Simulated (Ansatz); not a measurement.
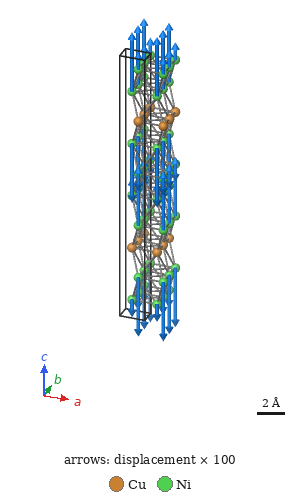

This is a relaxation of a crystal of CuNi4 (a generated structure, set up in P6_3/mmc) (coarse preliminary run). The starting structure is drawn; blue arrows show the displacements (the part carried along by the change of the cell is left out), 100 times their true length.

The picture is a ball-and-stick view of the cell of the calculation, repeated 2 × 3 × 1 with one cell outlined, seen slightly off an axis.

These are results of DFT PBE, scalar-relativistic, plane waves, PAW (Ansatz), not measurements.

Input file:
```yaml
crystal:
  lattice:
    - [2.47083485, 0.0, 0.0]
    - [-1.23541743, 2.13980575, 0.0]
    - [0.0, 0.0, 20.03647226]
  atoms:
    - { symbol: Cu, position: [0.66666667, 0.33333333, 0.75] }
    - { symbol: Cu, position: [0.33333333, 0.66666667, 0.25] }
    - { symbol: Ni, position: [0.66666667, 0.33333333, 0.15], spin: 2.0 }
    - { symbol: Ni, position: [0.66666667, 0.33333333, 0.35], spin: 2.0 }
    - { symbol: Ni, position: [0.66666667, 0.33333333, 0.55], spin: 2.0 }
    - { symbol: Ni, position: [0.66666667, 0.33333333, 0.95], spin: 2.0 }
    - { symbol: Ni, position: [0.33333333, 0.66666667, 0.05], spin: 2.0 }
    - { symbol: Ni, position: [0.33333333, 0.66666667, 0.45], spin: 2.0 }
    - { symbol: Ni, position: [0.33333333, 0.66666667, 0.65], spin: 2.0 }
    - { symbol: Ni, position: [0.33333333, 0.66666667, 0.85], spin: 2.0 }
basis:
  ecutwfc: 420
kpoints:
  mp_grid: { grid: [6, 6, 1] }
hamiltonian:
  xc: pbe
scf:
  occupations: { method: gaussian, width: 0.1 }
  lower_state_search: "off"
output:
  forces: true
  stress: true
  eigenvalues: true
  populations: true
magnetization:
  spin_polarized: true
relax:
  adjacent_minimum: "off"
  f_tol: 0.04
  max_steps: 70
  cell: { stress_tol: 0.4 }
```

Launched with:
```bash
ansatz run input.yaml --threads 1 --pin off --max-ram 2560MiB --backend cpu --events-out ev --progress --plain --runs-dir out
```

Q: Atoms of which element are displaced furthest, and by how much?

A: Nickel: up to 0.046 Å, against 0.000 Å for copper.

Q: Describe the change and its energy.

A: Over 3 accepted moves (4 points after the start) the energy falls by 18.6 meV per atom. Largest force component: 0.38 eV/Å at the start, 0.0068 eV/Å at the end. The pressure goes from 9.32 to −0.07 GPa. At 1 point the geometry stayed and the basis and grid were re-selected for the new cell (energy shift of 0.2 meV per atom at most each time). The largest moves relative to the cell, 0.046 Å, are those of Ni3, Ni4, Ni9 and Ni10. Ni10 goes along +c. Cu stays in place. The volume changes by +4.7 %, with a = b 2.471 → 2.494 Å (+0.9 %), c 20.036 → 20.592 Å (+2.8 %). Among the contacts that change: Cu1–Ni10 2.460 → 2.550 Å, Ni3–Ni7 2.460 → 2.486 Å, Ni10–Ni10 2.471 → 2.494 Å, Cu1–Cu1 2.471 → 2.494 Å. The space group stays P6_3/mmc (No. 194). Cost: 99 s on 1 thread of Arm Neoverse V1 (shared host), peak memory 0.54 GiB.

Limits of the set-up: the k-point mesh is coarse for a cell with partly filled bands.
